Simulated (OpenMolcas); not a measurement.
# [SiCl3]+: a line through the functionals

[SiCl3]+: 4 atoms, total charge +1, spin state singlet. As SMILES, `Cl[Si+](Cl)Cl`. The coordinates come from a PBE0-D4/def2-TZVP relaxation.

The HOMO–LUMO gap y, in eV, basis aug-cc-pVDZ; a is the functional's share of exact exchange. Programs: OpenMolcas 26.06.

| functional | program | a | y (eV) |
| --- | --- | --- | --- |
| TPSS | OpenMolcas | 0 | 5.04 |
| PBE | OpenMolcas | 0 | 4.84 |
| B3LYP | OpenMolcas | 0.2 | 6.61 |
| PBE0 | OpenMolcas | 0.25 | ? |
| BHLYP | OpenMolcas | 0.5 | 9.33 |

**Question.** Fit y = c + s·a to the known rows and predict PBE0.

**Answer.** 
1. Means of the 4 rows: a = 0.1750, y = 6.455.
2. Σ(Δa)² = 0.1675, Σ(Δa·Δy) = 1.4685, so the slope is 1.4685/0.1675 = 8.7672.
3. Intercept: 6.455 − (8.7672) × 0.1750 = 4.921. The largest residual of the fit is 0.12.
4. PBE0: 4.921 + (8.7672) × 0.25 = 7.11 eV.

The run gave 7.08 eV, so the prediction is off by +0.03 eV, within the scatter of the fit. Exact exchange lowers occupied levels and raises empty ones. The rows mix families of semi-local functionals, which the line can't see.

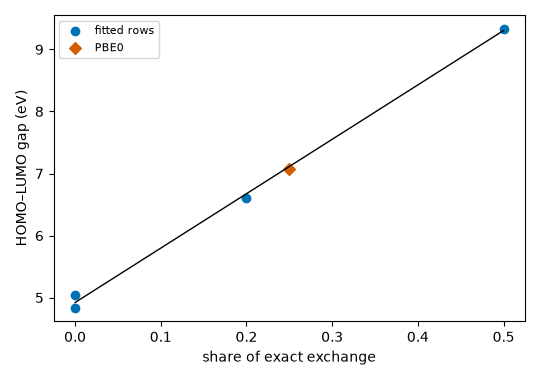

The fitted line, with the withheld row.
